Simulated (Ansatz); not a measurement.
# C2H6FNSi: a changed input and its effect

System: C2H6FNSi, SMILES NC=C(F)[SiH3].
Method of run 1: RKS SPW92 (LDA)/def2-TZVPP (Ansatz 0.2.0).

The geometry comes from this level: PBE0-D4/def2-TZVP. Text and figures count atoms from 1; the logs count them from 0 in places.

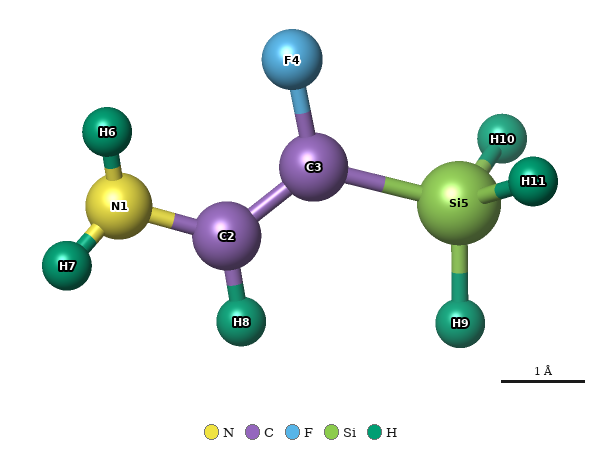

The input geometry (ball-and-stick view, seen at a tilt; atoms are numbered from 1 in the order of the input). Bond lengths as drawn: C–C 1.34 Å, C–F 1.37 Å, C–H 1.08 Å, C–N 1.37 Å, C–Si 1.85 Å, H–N 1.00 to 1.01 Å and H–Si 1.49 Å.

Input, run 1:
```yaml
crystal:
  periodic: [false, false, false]
  atoms:
    - {symbol: N, position_ang: [-1.559652, 1.554580, -0.236054]}
    - {symbol: C, position_ang: [-0.896034, 0.357912, -0.185786]}
    - {symbol: C, position_ang: [0.404035, 0.205509, 0.094189]}
    - {symbol: F, position_ang: [1.097645, 1.342835, 0.419625]}
    - {symbol: Si, position_ang: [1.349770, -1.383201, 0.074041]}
    - {symbol: H, position_ang: [-1.089589, 2.338018, 0.187139]}
    - {symbol: H, position_ang: [-2.552373, 1.533855, -0.084389]}
    - {symbol: H, position_ang: [-1.469943, -0.523361, -0.445890]}
    - {symbol: H, position_ang: [0.378179, -2.450415, -0.282107]}
    - {symbol: H, position_ang: [2.452966, -1.358262, -0.923526]}
    - {symbol: H, position_ang: [1.950397, -1.674471, 1.403359]}
basis:
  gaussian: {orbitals: def2-TZVPP}
hamiltonian: {xc: lda}
output: {orbitals: {seedname: orbitals}}
```

Launched with:
```bash
ansatz run in.yaml --threads 4 --pin off --events-out ev --progress --plain --max-ram 10444MiB
```

Hardware: 4 threads of Arm Neoverse V2, 23 GiB of memory available, shared host.

Output (run 1):
```
Functional definition: SPW92
  exchange = slater_x
  correlation = pw_c
1313 factors; their error is unknown
mean field evaluation 1: about -14165.7123 eV, gradient 7.3e1 eV
mean field evaluation 2: about -14136.4143 eV, gradient 1.3e2 eV
mean field evaluation 4: about -14176.3850 eV, gradient 1.9e1 eV
mean field evaluation 8: about -14177.2496 eV, gradient 1.5e-1 eV
mean field evaluation 16: about -14177.2218 eV, gradient 4.3e-4 eV
mean field -14177.22177214 eV, -521.0032904601 hartree, gradient 3.0e-5 eV, S^2 0.000000; 0 other end points of the search recorded, 0 dependent functions left out
reference -14177.22181207 eV, -521.0032919273 hartree; 24, 24 occupied and 226, 226 virtual orbitals, 1313 factors
Total energy: -14177.22181207 eV, -521.0032919273 hartree
```

For run 2 the input was changed thus:
```diff
-hamiltonian: {xc: lda}
+hamiltonian: {xc: {name: r2SCAN0}, dispersion: d4}
```

Predict how the results change.

The total energies belong to different models, so their difference says nothing on which is more stable or more accurate. The HOMO goes from −5.17 to −6.31 eV. The LUMO goes from −0.68 to 0.58 eV.

Output (run 2):
```
Functional definition: r2SCAN0
  parameter a = 0.25
  parameter k0 = 0.174
  parameter k1 = 0.065
  parameter a1 = 4.9479
  exchange = (1 - a)*r2scan_x(k0 = k0, k1 = k1, a1 = a1) + a*exact_x
  correlation = r2scan_c
1316 factors; their error is unknown
mean field evaluation 1: about -14247.9683 eV, gradient 5.2e1 eV
mean field evaluation 2: about -14245.8764 eV, gradient 5.9e1 eV
mean field evaluation 4: about -14253.4091 eV, gradient 4.2e0 eV
mean field evaluation 8: about -14253.4525 eV, gradient 6.9e-2 eV
mean field evaluation 16: about -14253.4852 eV, gradient 5.5e-5 eV
mean field -14253.48517051 eV, -523.8059186570 hartree, gradient 5.5e-5 eV, S^2 0.000000; 0 other end points of the search recorded, 0 dependent functions left out
reference -14253.48518062 eV, -523.8059190286 hartree; 24, 24 occupied and 226, 226 virtual orbitals, 1316 factors
Total energy: -14253.54590033 eV, -523.8081504366 hartree
```

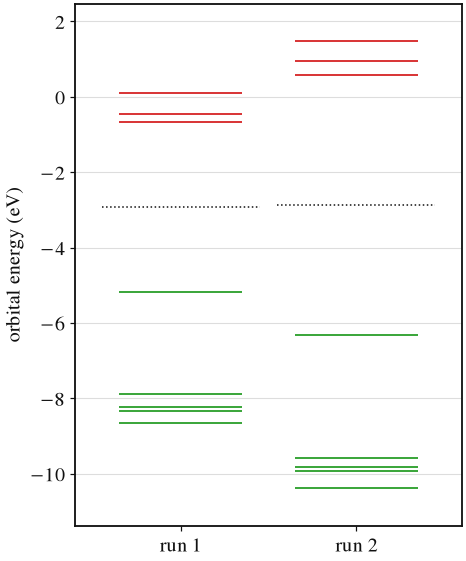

The five highest filled and three lowest empty orbital energies of the two runs; the dotted lines part filled from empty levels. The HOMO–LUMO gap is 4.49 eV in run 1 and 6.90 eV in run 2.

The two runs side by side:

| quantity | run 1 | run 2 |
| --- | --- | --- |
| outcome | converged | converged |
| total energy (hartree) | −521.003292 | −523.808150 |
| HOMO (eV) | −5.17 | −6.31 |
| LUMO (eV) | −0.68 | 0.58 |
| basis functions | 250 | 250 |
| wall time (shared host) | 1.1 s | 3.9 s |
